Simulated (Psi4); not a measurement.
# r2SCAN/d-aug-cc-pVTZ (sweep point 10) run of N2 (SMILES N#N)

What is the vertical ionisation energy of N2 at r2SCAN/d-aug-cc-pVTZ (sweep point 10)? 

Program for the calculation: Psi4 1.11.

### 1 The system as given

N2 has 2 atoms, charge 0, and is taken as a singlet. SMILES: `N#N`. The shape is that of a PBE0-D4/def2-TZVP optimisation.

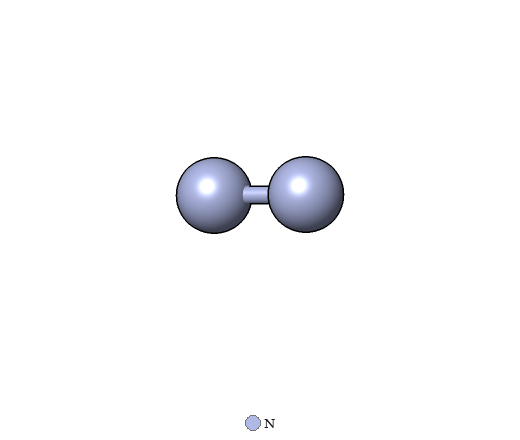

Viewed from a chosen angle; nitrogen light blue.

### 2 A single-point energy at r2SCAN/d-aug-cc-pVTZ (sweep point 10)

Contents of job.dat:

```
memory 1.6 GB

molecule {
  0 1
  N      0.465500    -0.150300     0.239800
  N     -0.465500     0.150300    -0.239800
  symmetry c1
}

set {
  basis d-aug-cc-pVTZ
  puream true
  scf_type pk
  dft_radial_points 99
  dft_spherical_points 590
}

E, wfn = energy('r2scan', return_wfn=True)
```

On the command line:

```bash
$ psi4 -i job.dat -o job.out -n 1
```

job.out:

```text
[...]
  Running in c1 symmetry.
[...]
  Nuclear repulsion =   23.798341769446306
[...]
  Multiplicity = 1
[...]
  Nalpha       = 7
  Nbeta        = 7
[...]
    Number of basis functions: 124
[...]
   @RKS iter   1:  -109.44245851733109   -4.13211e-01   3.37346e-03 ADIIS/DIIS
[...]
   @RKS iter   6:  -109.50963855273129   -1.96150e-08   9.98376e-08 DIIS
[...]
    Orbital Energies [Eh]
    ---------------------
    Doubly Occupied:
       1A    -14.263462     2A    -14.261934     3A     -1.094724
       4A     -0.522541     5A     -0.443198     6A     -0.443198
       7A     -0.395128
[...]
  @RKS Final Energy:  -109.50963855273129
   => Energetics <=
    Nuclear Repulsion Energy =             23.7983417694463064
    One-Electron Energy =                -194.8828004163921719
    Two-Electron Energy =                  75.2246307704932065
    DFT Exchange-Correlation Energy =     -13.6498106762786158
    Empirical Dispersion Energy =           0.0000000000000000
    VV10 Nonlocal Energy =                  0.0000000000000000
    Total Energy =                       -109.5096385527312890
[...]
 Multipole Moments:
 ------------------------------------------------------------------------------------
     Multipole            Electronic (a.u.)      Nuclear  (a.u.)        Total (a.u.)
 ------------------------------------------------------------------------------------
 L = 1.  Multiply by 2.5417464519 to convert [e a0] to [Debye]
 Dipole X            :         -0.0000000            0.0000000           -0.0000000
 Dipole Y            :         -0.0000000            0.0000000           -0.0000000
 Dipole Z            :         -0.0000000            0.0000000           -0.0000000
 Magnitude           :                                                    0.0000000
[...]
```

It took 13 s on 1 thread of AMD EPYC 9R45 (Zen 5), shared host; peak memory 0.79 GiB.

### 3 The doublet cation at the same level

Contents of n2.dat:

```
memory 1.6 GB

molecule {
  1 2
  N      0.465500    -0.150300     0.239800
  N     -0.465500     0.150300    -0.239800
  symmetry c1
}

set globals {
  reference            uks
  puream               true
  scf_type             pk
  dft_radial_points    99
  dft_spherical_points 590
  maxiter              150
}

result, w = energy('r2scan/d-aug-cc-pVTZ', return_wfn=True)
print_variables()
```

On the command line:

```bash
$ psi4 n2.dat n2.out -n 1
```

n2.out:

```text
[...]
  Running in c1 symmetry.
[...]
  Nuclear repulsion =   23.798341769446306
[...]
  Multiplicity = 2
[...]
  Nalpha       = 7
  Nbeta        = 6
[...]
    Number of basis functions: 124
[...]
   @UKS iter   1:  -108.92033701228897    1.08911e-01   1.73872e-03 DIIS/ADIIS
[...]
   @UKS iter   6:  -108.93648782859675   -4.92355e-08   2.63327e-07 DIIS
[...]
   @S^2 Observed:                7.544587820E-01
[...]
    Orbital Energies [Eh]
    ---------------------
    Alpha Occupied:
       1A    -14.753506     2A    -14.751986     3A     -1.538383
       4A     -0.977911     5A     -0.866479     6A     -0.856592
       7A     -0.856592
    Alpha Virtual:
       8A     -0.471873     9A     -0.471873    10A     -0.151760
      11A     -0.107407    12A     -0.107407    13A     -0.100093
      14A     -0.068222    15A     -0.055598    16A     -0.055598
      17A     -0.041236    18A     -0.040671    19A     -0.040670
      20A     -0.037548    21A     -0.031925    22A     -0.031925
      23A     -0.005560    24A      0.013406    25A      0.013406
[...]
  @UKS Final Energy:  -108.93648782859675
   => Energetics <=
    Nuclear Repulsion Energy =             23.7983417694463064
    One-Electron Energy =                -188.6721533183813904
    Two-Electron Energy =                  69.1841459718030052
    DFT Exchange-Correlation Energy =     -13.2468222514646659
    Empirical Dispersion Energy =           0.0000000000000000
    VV10 Nonlocal Energy =                  0.0000000000000000
    Total Energy =                       -108.9364878285967535
[...]
 Multipole Moments:
 ------------------------------------------------------------------------------------
     Multipole            Electronic (a.u.)      Nuclear  (a.u.)        Total (a.u.)
 ------------------------------------------------------------------------------------
 L = 1.  Multiply by 2.5417464519 to convert [e a0] to [Debye]
 Dipole X            :          0.0000000            0.0000000            0.0000000
 Dipole Y            :          0.0000000            0.0000000            0.0000000
 Dipole Z            :          0.0000000            0.0000000            0.0000000
 Magnitude           :                                                    0.0000000
[...]
```

Run time: 20 s. Hardware: 1 thread of AMD EPYC 9R45 (Zen 5), shared host; peak memory 0.8 GiB.

### 4 Outcome

Level: r2SCAN/d-aug-cc-pVTZ (sweep point 10).

```
                                          quantity          value
                          singlet N2: total energy  -109.50964 Eh
                         singlet N2: dipole moment         0.00 D
                           singlet N2: HOMO energy      -10.75 eV
                           singlet N2: LUMO energy       -1.56 eV
                         singlet N2: HOMO–LUMO gap        9.19 eV
                      doublet cation: total energy  -108.93649 Eh
doublet cation: HOMO energy (highest over α and β)      -22.97 eV
 doublet cation: LUMO energy (lowest over α and β)      -20.41 eV
                              doublet cation: ⟨S²⟩          0.754
vertical ionisation energy (to the doublet cation)      15.596 eV
```

What this shows: The vertical ionisation energy comes to 15.60 eV (1505 kJ/mol). The negative HOMO energy of the first species, 10.75 eV, lies 4.84 eV below that difference.
